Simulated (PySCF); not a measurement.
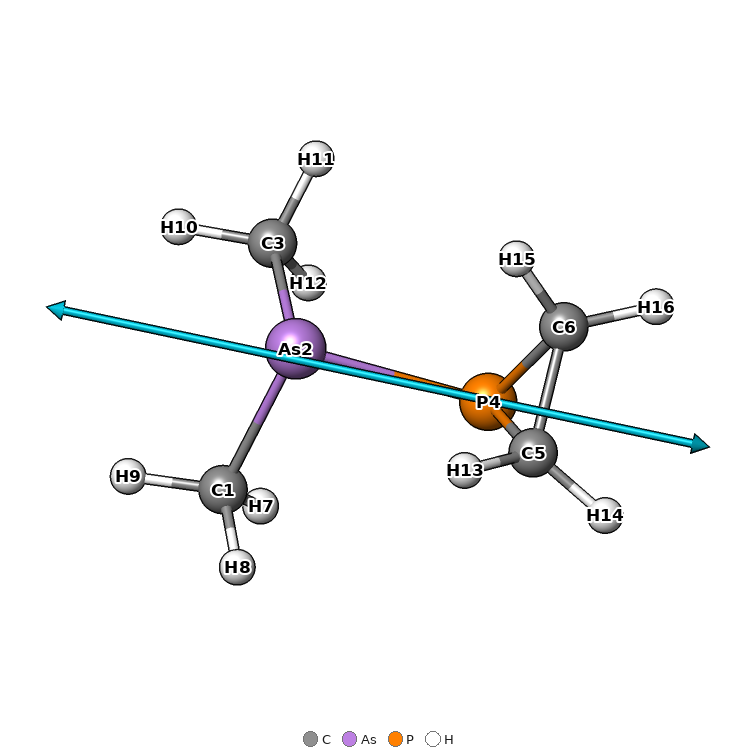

The double arrow shows the direction of the transition dipole to excited singlet state 2 (its length means nothing). The geometry was computed by an optimisation with GFN2-xTB. No frequency run is at hand to confirm it as a minimum. Method: TDDFT ωB97X-D/def2-SVPD, vertical, gas phase, core orbitals frozen in the response (PySCF 2.14.0).

Give its energy, strength and character.

Answer. 5.56 eV (223 nm), oscillator strength 0.29, mainly HOMO → LUMO (weight 0.92); transition dipole 3.70 D.

The geometry is semi-empirical. Around As, P such bond lengths and angles can be off by a tenth of an ångström or more and by several degrees, and values that hang on the shape move with them.
